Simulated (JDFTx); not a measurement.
```yaml
surface: TiC(100), C/Ti outermost, slab composition Ti4C4
bulk: TiC, Fm-3m, lattice of mp-631 (not re-optimised)
slab: 8 atoms in 4 planes, 1x1, 6.6 Å between the outermost planes
in-plane cell: 3.063 × 3.063 Å, 9.38 Å²
cell_height: 22.5 Å
sampling: 8×8×1 k mesh, Fermi smearing 0.01 Ha, no spin polarisation
```

Whether this polymorph is the ambient one wasn't checked. Neither spin polarisation nor a larger cell was tried.

All numbers are PBE, GBRV ultrasoft potentials, plane waves to 20/100 Ha results from JDFTx (a modified build), not measurements. Liquid on both sides: CANDLE, water, 0.5 M KF; nuclei fixed. SHE scale: U = −μ/e − 4.44 V, by convention.

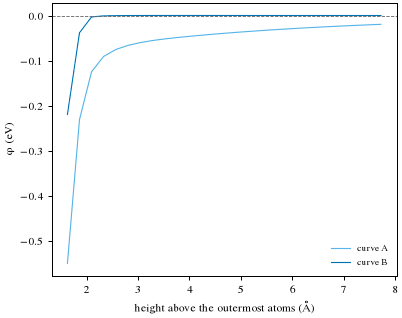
Figure. Plane-averaged electrostatic potential energy of an electron for two states of the electrode

Problem. One curve is the neutral slab. Which, and what is the sign of the other's charge?

Solution. Curve B is neutral (potential of zero charge, -0.39 V). Curve A is positively charged, 9.8 μC/cm² at 0.50 V.
